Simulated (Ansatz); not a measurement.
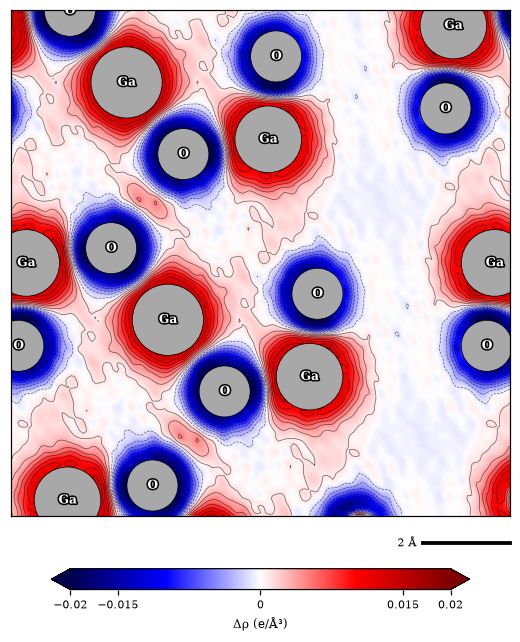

Ga₃O₄. Difference of the valence pseudo-densities of two functionals at the same geometry, on the (101̄) plane of the calculation cell: PBE less r2SCAN.

Space group R-3m; a generated structure, not necessarily the stable one; computed without spin polarisation.

Both computed with Ansatz (plane waves, PAW), on the same k-point mesh. Grey discs cover the atomic cores.

### Where does the change of functional move the electrons?

Against r2SCAN, PBE gives more density around Ga (+0.009 e/Å³ on average at 1.0 Å from the nucleus) and less density around O (−0.013 e/Å³ on average at 0.7 Å from the nucleus).
